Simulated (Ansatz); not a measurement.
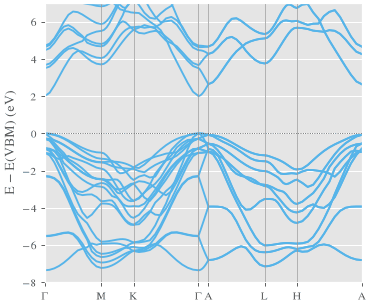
Figure: Band structure from the program Ansatz at the LDA level (PAW)

Problem. Read off the gap and where the band edges lie.

Solution. About 2.0 eV (2.01 eV by a search for the band edges); maximum at Γ, minimum at Γ.

The material is GaN in space group P6_3mc (No. 186; Pearson symbol hP12).

A made-up cell: these elements were put on the sites of a structure type. Its sites differ from those of the usual phase in this space group: another stacking or structure type. The cell was relaxed with LDA under the symmetry of its start; phonons on a q-mesh show no instability. Scalar-relativistic: spin–orbit coupling is off unless named, which matters more the heavier the elements.

Potentials: the later of the program's two PAW sets.
